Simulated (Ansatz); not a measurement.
# C2H7NSi (SMILES C=C[SiH2]N) at wB97M-V/cc-pVDZ

Aim: the vertical ionisation energy of C2H7NSi at wB97M-V/cc-pVDZ, from 2 runs. 

The calculation is run with Ansatz 0.2.0.

62 further runs of the same task are left out: 62 set aside as unsound or not needed.

### Step 1. The structure to begin with

The species is C2H7NSi (11 atoms), meant as a singlet with charge 0. SMILES: `C=C[SiH2]N`. Geometry: relaxed at PBE0-D4/def2-TZVP. This is one conformer, not always the lowest.

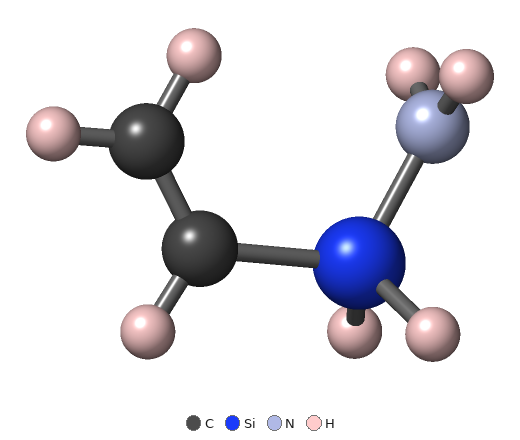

Viewed from a chosen angle; carbon dark grey, silicon blue, nitrogen light blue, hydrogen pink.

### Step 2. A single-point energy at wB97M-V/cc-pVDZ

Contents of in.yaml:

```yaml
crystal:
  periodic: [false, false, false]
  atoms:
    - {symbol: C, position_ang: [-0.676100, 1.337000, -0.945000]}
    - {symbol: C, position_ang: [0.089300, 1.208600, 0.135100]}
    - {symbol: Si, position_ang: [0.596500, -0.444500, 0.832600]}
    - {symbol: "N", position_ang: [0.002900, -1.803700, -0.028600]}
    - {symbol: H, position_ang: [-0.967100, 2.304600, -1.344700]}
    - {symbol: H, position_ang: [-1.046800, 0.465600, -1.479100]}
    - {symbol: H, position_ang: [0.433000, 2.116700, 0.631600]}
    - {symbol: H, position_ang: [0.099500, -0.536600, 2.232600]}
    - {symbol: H, position_ang: [2.083200, -0.516700, 0.836000]}
    - {symbol: H, position_ang: [0.404900, -2.086000, -0.906300]}
    - {symbol: H, position_ang: [-0.953800, -2.102100, 0.056300]}
basis:
  gaussian:
    orbitals: cc-pVDZ
hamiltonian:
  xc: {name: wB97M-V}
accuracy: high
output: {orbitals: {seedname: orbitals}}
```

Command:

```console
ansatz run in.yaml --threads 1 --pin off --max-ram 3480MiB --events-out events.jsonl --progress --plain --runs-dir runs
```

Log:

```text
Warning: RAYON_NUM_THREADS=1 ignored (pool sized by the plan → 1); use --threads N
Functional definition: wB97M-V
  name "wB97M-V"
  parameter omega = 0.3/bohr
  parameter cx = 0.15
  parameter cx01 = 1.007
  parameter cx10 = 0.259
  parameter css00 = 0.443
  parameter css04 = -1.437
  parameter css10 = -4.535
  parameter css20 = -3.390
  parameter css43 = 4.278
  parameter cos00 = 1.000
  parameter cos10 = 1.358
  parameter cos20 = 2.924
  parameter cos21 = -8.812
  parameter cos60 = -1.390
  parameter cos61 = 9.142
  parameter b = 6.0
  parameter c = 0.01
  gx(w, u) = 1 - cx + cx01*u + cx10*w
  gss(w, u) = css00 + css04*u^4 + css10*w + css20*w^2 + css43*w^4*u^3
  gos(w, u) = cos00 + cos10*w + (cos20 + cos21*u)*w^2 + (cos60 + cos61*u)*w^6
  exchange = spin_sum(e_x_unif_sr(omega)*gx(b97_w, b97_u_x)) + cx*exact_x_sr(omega) + exact_x_lr(omega)
  correlation = spin_sum(e_c_pw_mod_same_spin*gss(b97_w, b97_u_same))
      + integral(e_c_pw_mod_opposite_spin*gos(b97_w_opposite, b97_u_opposite)) + vv10(b, c)
2292 factors; integrals over basis functions are off by at most 3.8e-9 eV
413 factors; integrals over basis functions are off by at most 2.3e-9 eV
mean field evaluation 1: about -11548.1442 eV, gradient 4.7e1 eV
mean field evaluation 2: about -11549.5786 eV, gradient 4.0e1 eV
mean field evaluation 4: about -11552.9199 eV, gradient 1.5e0 eV
mean field evaluation 8: about -11553.0599 eV, gradient 3.0e-2 eV
mean field evaluation 16: about -11553.0599 eV, gradient 7.7e-6 eV
mean field -11553.05994750 eV, -424.5671221254 hartree, gradient 7.2e-8 eV, S^2 0.000000; 0 other end points of the search recorded, 0 dependent functions left out
reference -11553.05995227 eV, -424.5671223008 hartree; 20, 20 occupied and 75, 75 virtual orbitals, 2292 factors
Total energy: -11553.05995227 eV, -424.5671223008 hartree
```

Run time: 73 s. Hardware: 1 thread of Arm Neoverse V2, shared host; peak memory 0.63 GiB.

### Step 3. The doublet cation, same level

Contents of run.yaml:

```yaml
basis:
  gaussian:
    orbitals: cc-pVDZ
crystal:
  periodic: [false, false, false]
  atoms:
    - {symbol: C, position_ang: [-0.676100, 1.337000, -0.945000]}
    - {symbol: C, position_ang: [0.089300, 1.208600, 0.135100]}
    - {symbol: Si, position_ang: [0.596500, -0.444500, 0.832600]}
    - {symbol: N, position_ang: [0.002900, -1.803700, -0.028600]}
    - {symbol: H, position_ang: [-0.967100, 2.304600, -1.344700]}
    - {symbol: H, position_ang: [-1.046800, 0.465600, -1.479100]}
    - {symbol: H, position_ang: [0.433000, 2.116700, 0.631600]}
    - {symbol: H, position_ang: [0.099500, -0.536600, 2.232600]}
    - {symbol: H, position_ang: [2.083200, -0.516700, 0.836000]}
    - {symbol: H, position_ang: [0.404900, -2.086000, -0.906300]}
    - {symbol: H, position_ang: [-0.953800, -2.102100, 0.056300]}
total_charge: 1
magnetization:
  spin_polarized: true
  initial_magnetization: 1
hamiltonian:
  xc: {name: wB97M-V}
accuracy: high
output:
  orbitals: {seedname: orbitals}
```

Command:

```console
ansatz run run.yaml --threads 1 --pin off --max-ram 3480MiB --events-out events.jsonl --progress --plain --runs-dir runs
```

Log, cut to the lines that bear on the results:

```text
Warning: RAYON_NUM_THREADS=1 ignored (pool sized by the plan → 1); use --threads N
[... 2 set-up lines as earlier in the session ...]
[...]
  gx(w, u) = 1 - cx + cx01*u + cx10*w
  gss(w, u) = css00 + css04*u^4 + css10*w + css20*w^2 + css43*w^4*u^3
  gos(w, u) = cos00 + cos10*w + (cos20 + cos21*u)*w^2 + (cos60 + cos61*u)*w^6
[...]
      + integral(e_c_pw_mod_opposite_spin*gos(b97_w_opposite, b97_u_opposite)) + vv10(b, c)
2292 factors; integrals over basis functions are off by at most 3.8e-9 eV
413 factors; integrals over basis functions are off by at most 2.3e-9 eV
[...]
mean field -11543.51954069 eV, -424.2165186417 hartree, gradient 3.0e-8 eV, S^2 0.759630; 2 other end points of the search recorded, 0 dependent functions left out
reference -11543.51954533 eV, -424.2165188125 hartree; 20, 19 occupied and 75, 76 virtual orbitals, 2292 factors
Total energy: -11543.51954533 eV, -424.2165188125 hartree
```

Wall time 2.6 min (1 thread of Arm Neoverse V2, shared host); peak memory 1.1 GiB.

### Step 4. Summary of results

At wB97M-V/cc-pVDZ:

```
                                          quantity          value
                     singlet C2H7NSi: total energy  -424.56712 Eh
                      singlet C2H7NSi: HOMO energy       -9.42 eV
                      singlet C2H7NSi: LUMO energy        2.30 eV
                    singlet C2H7NSi: HOMO–LUMO gap       11.72 eV
                      doublet cation: total energy  -424.21652 Eh
doublet cation: HOMO energy (highest over α and β)      -15.14 eV
 doublet cation: LUMO energy (lowest over α and β)       -9.63 eV
                              doublet cation: ⟨S²⟩          0.760
vertical ionisation energy (to the doublet cation)       9.540 eV
```

**Reading.** The vertical ionisation energy comes to 9.54 eV (921 kJ/mol). The negative HOMO energy of the first species, 9.42 eV, lies 0.12 eV below that difference.
